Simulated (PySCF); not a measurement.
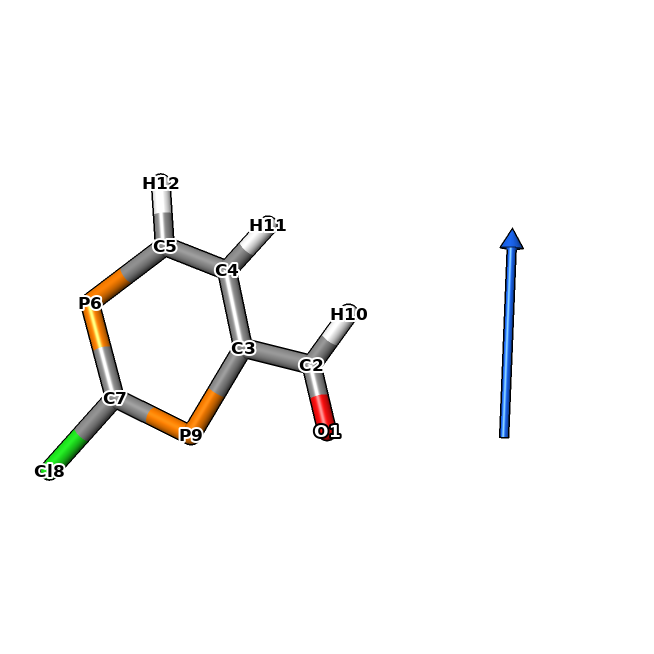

The arrow beside the molecule shows the direction of the dipole moment, from the negative to the positive end (its length means nothing). Computed geometry: GFN2-xTB optimisation. No frequency run is at hand to confirm it as a minimum. Level of theory: CAM-B3LYP/def2-SVPD, gas phase (PySCF 2.14.0).

> How large is the dipole moment?

4.03 D; it points from the side of Cl8 to the side of H12 (the outermost atoms at the two ends).

The geometry is semi-empirical. Around P such bond lengths and angles can be off by a tenth of an ångström or more and by several degrees, and values that hang on the shape move with them.
